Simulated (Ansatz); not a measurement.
# BH₅NSi (SMILES [NH]B[SiH3]) (doublet): what the fields show

The calculation's input:

```
crystal:
  periodic: [false, false, false]
  atoms:
    - { symbol: "N", position_ang: [-1.27915, 0.73074, -1.11433] }
    - { symbol: B, position_ang: [-0.05988, 0.28937, -1.01761] }
    - { symbol: Si, position_ang: [0.55532, -0.41063, 0.79654] }
    - { symbol: H, position_ang: [-2.12619, 0.86358, -0.60513] }
    - { symbol: H, position_ang: [0.74766, 0.26546, -1.86501] }
    - { symbol: H, position_ang: [-0.52797, -1.06623, 1.53944] }
    - { symbol: H, position_ang: [1.64707, -1.38304, 0.65563] }
    - { symbol: H, position_ang: [1.04315, 0.71076, 1.61047] }
magnetization:
  spin_polarized: true
  initial_magnetization: 1
basis:
  gaussian: { orbitals: cc-pVDZ }
hamiltonian:
  xc: b3lyp
  dispersion: d4
relax:
  f_tol: 0.015
  max_steps: 40
output:
  orbitals: {}
```

Launched as:

```sh
ansatz run input.yaml --threads 1 --pin off --max-ram 2048MiB --backend cpu --events-out ev --progress --plain --runs-dir out
```

The fields are those of the relaxed geometry.

Method: Ansatz 0.2.0, UKS B3LYP-D4/cc-pVDZ.

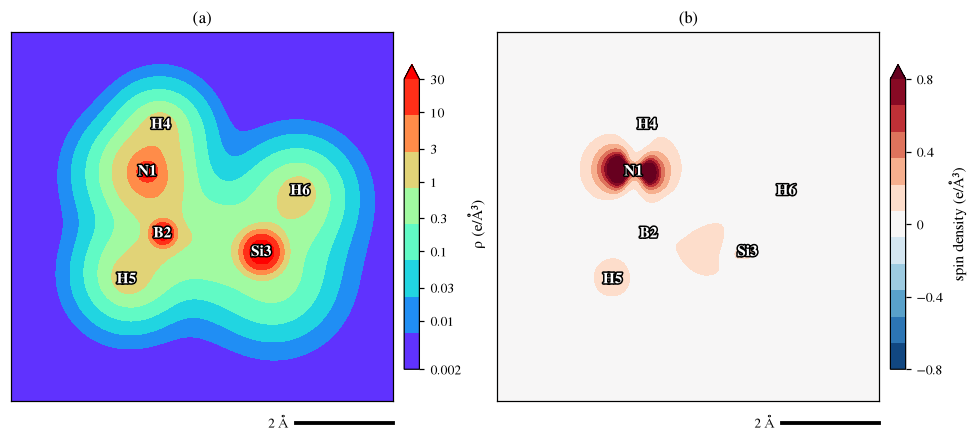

Figure 1. (a) total electron density; (b) spin density on the plane of atoms B2, N1 and H4.

What does the map show?

- Atoms in the plane: N, B, Si and H.
- B–N (1.32 Å): ρ is about 2.2 e/Å³ halfway.
- Si–B (2.08 Å): ρ at the midpoint is about 0.66 e/Å³.
- N–H (1.01 Å): ρ at the midpoint is about 2.9 e/Å³.
- B–H (1.21 Å): ρ at the midpoint is about 1.1 e/Å³.
- Si–H (1.50 Å): ρ at the midpoint is about 0.73 e/Å³.
- The unpaired spin (1 electron) lies mostly on N1 (about 0.6), Si3 (about 0.2), H5 (about 0.1) and B2 (about 0.1), in electrons by Hirshfeld's partition.

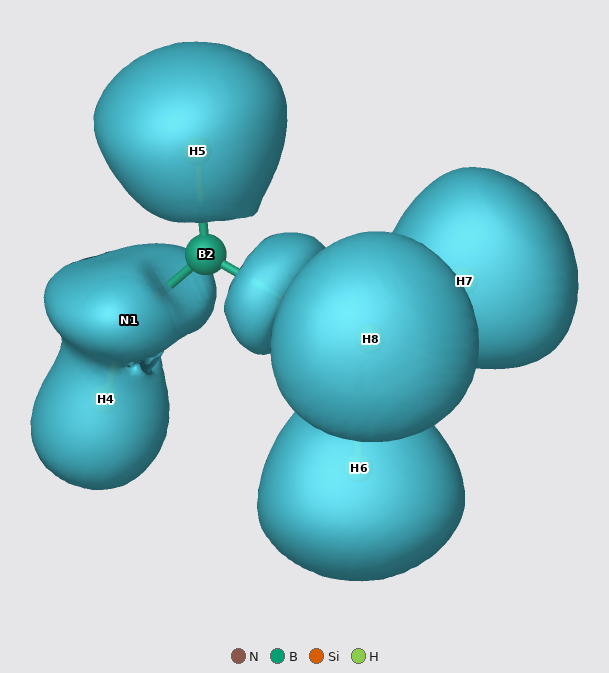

Figure 2. Isosurface of the ELF at 0.75 (cyan), seen at a tilt. Core shells and regions of very low density are left out.

Where are the electrons localised?

The ELF exceeds this value in one region between bonded B–Si atoms (shared pairs), four regions around hydrogen nuclei and one joined region spread over several atoms (H, N), in which their bonds and any lone pairs are merged. Profiles from the grid: B–N (1.32 Å): the ELF peaks at about 0.95 between the atoms; a shared but strongly polarised pair. Si–B (2.08 Å): the ELF peaks at about 0.95 between the atoms, as expected for localised, covalent bonding.

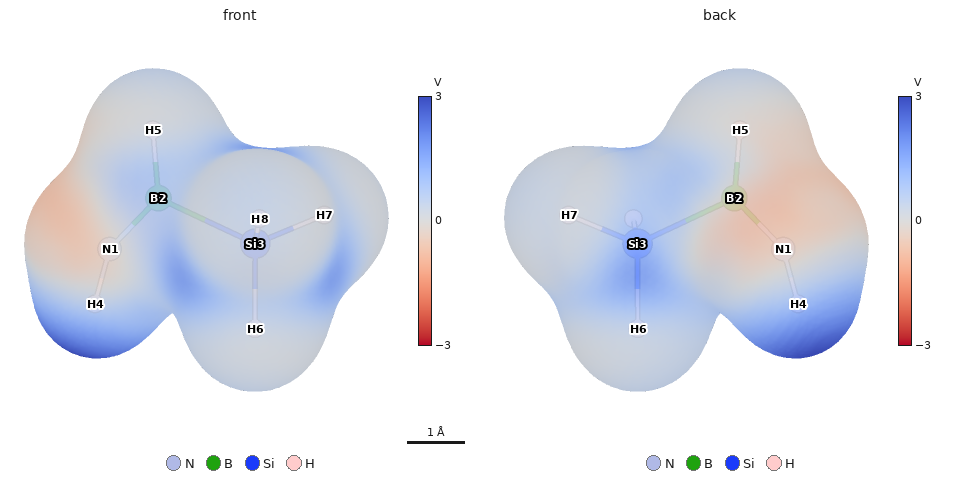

Figure 3. The electrostatic potential painted on the density surface at 0.004 e/bohr³, seen from the front and from behind; the colour scale runs from red (negative) to blue (positive).

Which sites attract a positive test charge, and which a negative one?

A positive charge is drawn to the negative regions and a negative charge to the positive ones. The most negative region (about −0.7 V) lies over N1, the most positive (about +2.9 V) over H4.

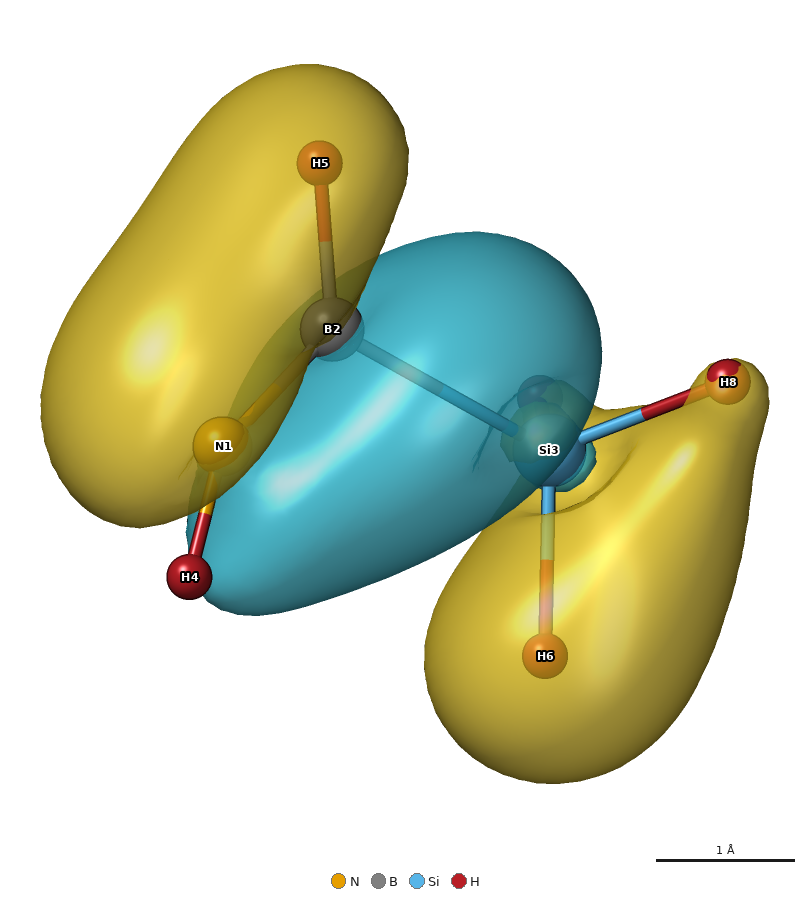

Figure 4. The HOMO−1 (β) at ±0.08 Å⁻³ᐟ² (yellow and cyan are the two phases), seen at a tilt.

What is the character of this orbital?

By Hirshfeld shares it lies mainly on B2 (about 30 %), Si3 (about 25 %), N1 (about 25 %) and H6 (about 10 %). Its energy is −8.70 eV.
